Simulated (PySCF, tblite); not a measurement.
**C₄H₉BF₂Si₂: geometry, infrared bands and NMR shifts**

Wanted: the infrared bands and NMR shifts of C₄H₉BF₂Si₂ (`FB(F)C1=C(C[SiH3])C[SiH2]1`), by calculation.

Programs: tblite 0.8.0 and PySCF 2.14.0, with density-fitted response routines of our own. Each step states its level of theory. These are calculated values for one molecule in the gas phase, unless marked as measured. Atoms count from 0, in the outputs and in this text.

## Step 1: The starting structure

18 atoms, charge 0, multiplicity 1; geometry from: force field or distance geometry start.

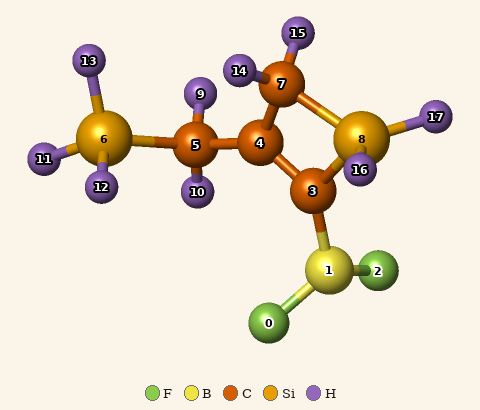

The starting geometry (fluorine green, boron yellow, carbon orange, silicon amber, hydrogen purple), atoms numbered.

## Step 2: Relaxing the molecule with GFN2-xTB

The job: settings as JSON, then the geometry in Å.

```
{"job": {"kind": "relax", "xc": "GFN2-xTB", "basis": "xTB"}, "charge": 0, "multiplicity": 1}
F     -0.713300    -2.795800    -1.106000
B     -1.681200    -1.909300    -0.505500
F     -2.511300    -2.466800     0.556000
C     -1.246900    -0.389900    -0.329900
C     -0.195700     0.129900     0.248200
C      0.987800    -0.502300     0.925700
Si     2.599300    -0.086800     0.113000
C     -0.488200     1.560200     0.017200
Si    -2.043300     1.134500    -0.831500
H      1.031500    -0.069600     1.968200
H      0.878000    -1.584200     1.078600
H      3.660500    -0.985100     0.609900
H      2.505400    -0.203400    -1.334100
H      3.021400     1.292600     0.472800
H      0.265500     2.120200    -0.575300
H     -0.646500     2.031300     1.046800
H     -2.129000     1.397200    -2.271000
H     -3.302700     1.333800    -0.094700
```

The run is started by

```
$ OMP_NUM_THREADS=1 python probes_run.py task.json out
```

One launch serves the whole session: the jobs run in the order shown.

**Question.** This job is followed by: GFN2-xTB harmonic vibrations, gas phase; GIAO PBE0/pcSseg-1 NMR shielding, non-relativistic, gas phase. What will the session give for the following? strongest single infrared mode (GFN2-xTB); zero-point energy (GFN2-xTB); ¹³C shifts against TMS (PBE0/pcSseg-1); ¹H shifts against TMS (PBE0/pcSseg-1, means over atoms taken as alike); ¹⁹F shifts against CFCl3 (PBE0/pcSseg-1, means over atoms taken as alike); ¹¹B shifts against BF3·OEt2 (PBE0/pcSseg-1); ²⁹Si shifts against TMS (PBE0/pcSseg-1).

The runs gave:

```
                                                                 quantity                         value
                                strongest single infrared mode (GFN2-xTB)         1335 cm⁻¹, 487 km/mol
                                             zero-point energy (GFN2-xTB)                 72.0 kcal/mol
                                   ¹³C shifts against TMS (PBE0/pcSseg-1)  207.5, 128.7, 27.3, 25.3 ppm
   ¹H shifts against TMS (PBE0/pcSseg-1, means over atoms taken as alike)    4.86, 4.03, 2.63, 2.10 ppm
¹⁹F shifts against CFCl3 (PBE0/pcSseg-1, means over atoms taken as alike)                     -86.5 ppm
                              ¹¹B shifts against BF3·OEt2 (PBE0/pcSseg-1)                      21.0 ppm
                                  ²⁹Si shifts against TMS (PBE0/pcSseg-1)              -53.4, -62.9 ppm
```

Relaxing lowered the energy by 1.688 eV in 167 steps; the close pair that moved most is B1–F2, from 1.458 to 1.331 Å. All 48 modes are real, so the xTB geometry is a minimum. The strongest single mode, at 1335 cm⁻¹, has its largest shares on B1, C4 and C3 (the list is cut at 3 atoms). Unscaled tight-binding wavenumbers are off by several per cent, some by more. Its intensities can rank the bands wrongly. At PBE0/pcSseg-1: Shielding is most anisotropic at C4 (span 299 ppm, paramagnetic term -285 ppm).
